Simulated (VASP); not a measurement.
Band structure of KI (relaxed from the CsCl type structure, space group Pm-3m). These are PBEsol GGA, VASP's PBE PAW potentials (set 64) (plane waves; VASP) values and carry that method's errors.

Unless said otherwise, spin-orbit coupling is left out, though it shifts the bands of the heavy elements here.

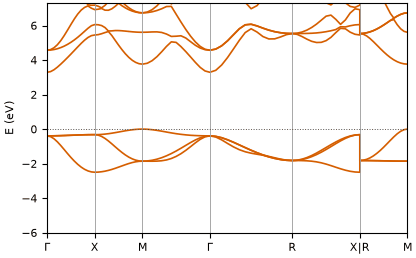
Bands along high-symmetry lines, zero at the valence-band maximum or, without a gap, the Fermi level

Problem. Read the plot: is there a gap, and where are the band edges?

Solution. The gap is indirect, 3.29 eV, from the valence maximum at M to the conduction minimum at Γ. (Edges off the drawn lines would not show.)

The structure was generated: KI was put into the CsCl type type (Pm-3m), which need not be its known phase. It was relaxed first, which changed the volume by -14 %.
